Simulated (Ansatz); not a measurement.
Take BaTiO3 (space group P4mm, No. 99; a = 3.955 Å, c = 4.044 Å) as the base. Axes: x, y, z lie along a, b, c of the conventional cell.

Modification: compressive biaxial strain of 2.04 % in the plane normal to [001], as in epitaxy on a mismatched substrate; the out-of-plane cell vector and the atoms relax.

All numbers come from PBEsol (Ansatz, a program for electronic structure, PAW, scalar-relativistic without spin-orbit coupling).

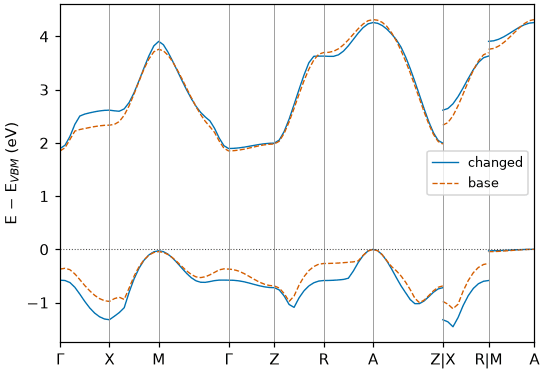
Fig. 1. Highest valence and lowest conduction band along the path, each from its own valence-band maximum

**Question.** From the figure, how large is the changed gap, and is it direct?

**Answer.** About 1.9 eV, indirect, A → Γ.

Whether these cells are dynamically stable was not tested. All final runs are without spin polarisation.
